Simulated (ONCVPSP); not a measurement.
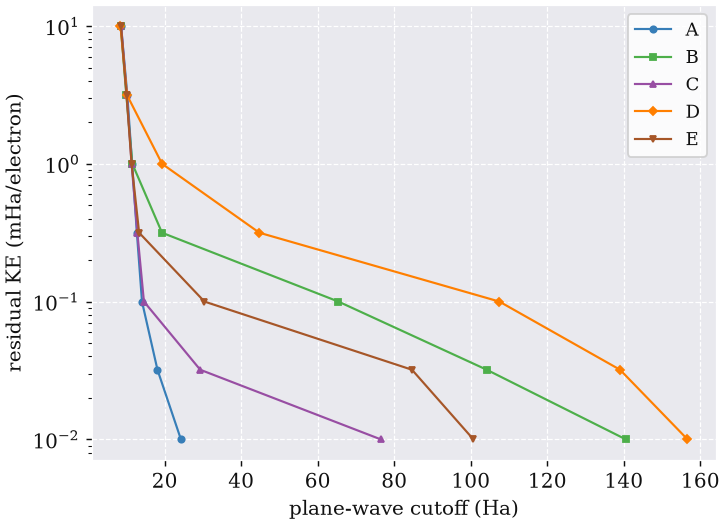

The residual kinetic energy of the 3p wave for 5 variants of one potential.

Base settings:

* Element: potassium (K)
* Generator: ONCVPSP 4.0.1
* Type: optimised norm-conserving Vanderbilt (ONCV)
* Functional: Wu-Cohen
* Relativity: scalar-relativistic
* Frozen core: [Ne]
* Valence charge: 9
* Reference configuration: 3s2 3p6 4s1
* Partial waves: 3s+4s: rc 1.90 bohr, ncon 4, nbas 7, qcut 4.9 1/bohr, 2 projectors; 3p: rc 1.30 bohr, ncon 3, nbas 7, qcut 5.3 1/bohr, 1 projector; d scattering state at 0.08 Ha: rc 2.00 bohr, ncon 3, nbas 7, qcut 5.3 1/bohr, 2 projectors, debl 3.8 Ha
* Local potential: polynomial inside 1.10 bohr (lpopt 5, dvloc0 0 Ha)
* Core correction: polynomial model core, fcfact 0.5

> The variants differ in the scale factor on all radii: 0.78, 0.93, 1.00, 1.07, 1.19. Which curve belongs to which value?

A: 1.19; B: 0.93; C: 1.07; D: 0.78; E: 1.00.
